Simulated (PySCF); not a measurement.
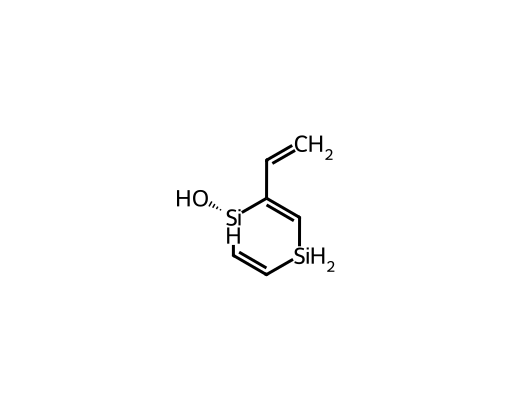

> Write the SMILES.

C=CC1=C[SiH2]C=C[Si@@H]1O

> What is the molecular formula?

C6H10OSi2.

> An optimisation with PBE0-D3(BJ)/def2-SVP gave a structure of which point group?

C1.

More results for the same structure follow; atom numbers are the same in all pictures, views and colours differ. The computed structure is the end point of a PBE0-D3(BJ)/def2-SVP optimisation. No frequency run is at hand to confirm it as a minimum.

Shape

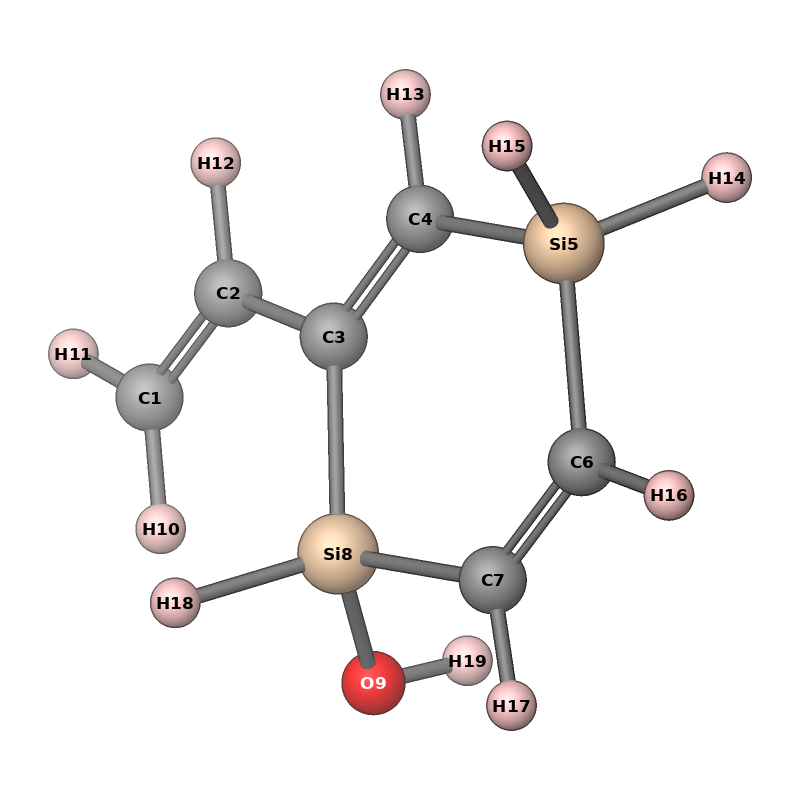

Atoms fade into the background with distance from the viewer. No frequency run is at hand to confirm it as a minimum.

> Which atoms or bonds are stereogenic?

Centres: Si8.

> Give the R/S and E/Z labels.

Si8: S (priorities O9 > C3 > C7 > H18).

Core levels

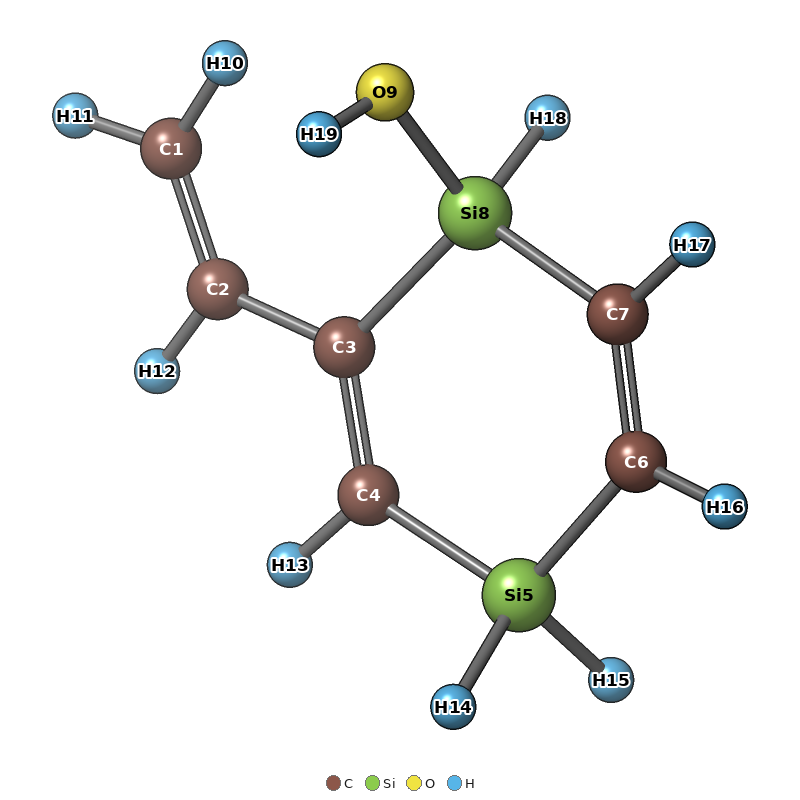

No frequency run is at hand to confirm it as a minimum. Level of theory: delta-SCF UKS SCAN, pcX-2 on the ionised atom, pcseg-1 elsewhere, spin-free X2C (PySCF 2.14.0).

Give the core-electron binding energies (to vacuum; p and d levels without spin–orbit splitting) of C1 1s, C2 1s, C3 1s, C4 1s, Si5 1s, Si5 2p, C6 1s, C7 1s, Si8 1s, Si8 2p, O9 1s.

```
atom  level  binding energy (eV)
  C1     1s                289.8
  C2     1s                290.5
  C3     1s                290.1
  C4     1s                289.6
 Si5     1s               1846.1
 Si5     2p                106.5
  C6     1s                290.1
  C7     1s                290.0
 Si8     1s               1846.8
 Si8     2p                107.1
  O9     1s                538.2
```

NMR shielding

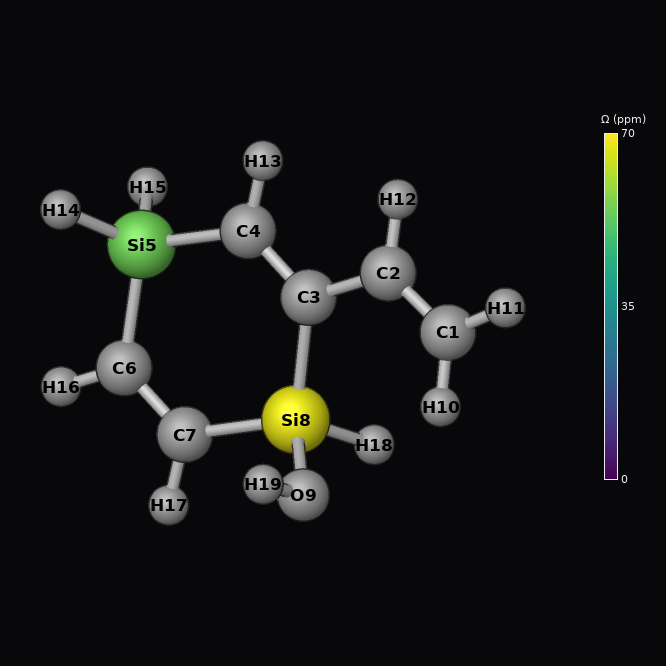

The Si atoms are coloured by the span of their shielding tensor. No frequency run is at hand to confirm it as a minimum. Level of theory: GIAO mPW1PW91/pcSseg-1 NMR shielding, non-relativistic, gas phase (PySCF 2.14.0). Principal shieldings σ11 ≤ σ22 ≤ σ33, span Ω = σ33 − σ11, skew κ = 3(σiso − σ22)/Ω.

> Which Si atom has the most anisotropic shielding?

Si8, with a span of 67 ppm.

Give the shielding tensors of the Si atoms.

| atom | σ11 | σ22 | σ33 | σiso | Ω | κ |
| --- | --- | --- | --- | --- | --- | --- |
| Si5 | 399.0 | 400.8 | 453.8 | 417.9 | 54.8 | 0.93 |
| Si8 | 357.5 | 366.7 | 425.0 | 383.1 | 67.5 | 0.73 |

Shieldings and span in ppm.

Bond orders

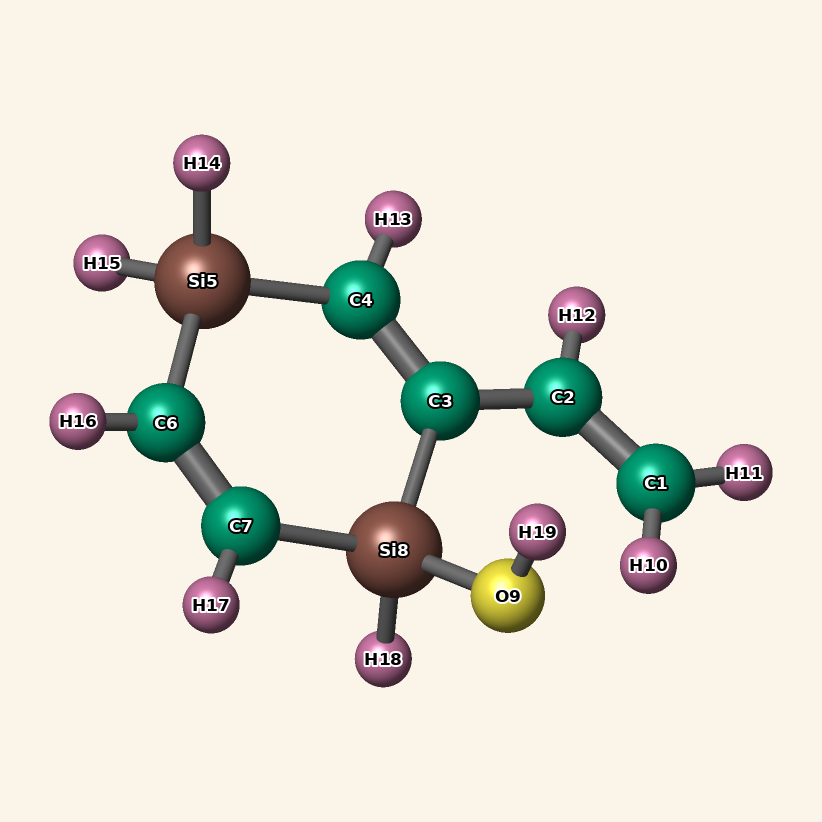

The thickness of each stick grows with its Mayer bond order. No frequency run is at hand to confirm it as a minimum. Computed with PBE0/pcSseg-1 in benzene (IEF-PCM) (PySCF 2.14.0).

List the Mayer bond orders of C1–C2, C2–C3, C3–C4, C3–Si8, C4–Si5, Si5–C6, C6–C7, C7–Si8, Si8–O9 (bonds between heavy atoms, one of each equivalent set).

```
  bond  Mayer order  length (Å)
 C1–C2         1.91       1.341
 C2–C3         1.08       1.468
 C3–C4         1.81       1.357
C3–Si8         0.81       1.890
C4–Si5         0.91       1.866
Si5–C6         0.91       1.870
 C6–C7         1.92       1.347
C7–Si8         0.88       1.870
Si8–O9         0.96       1.675
```
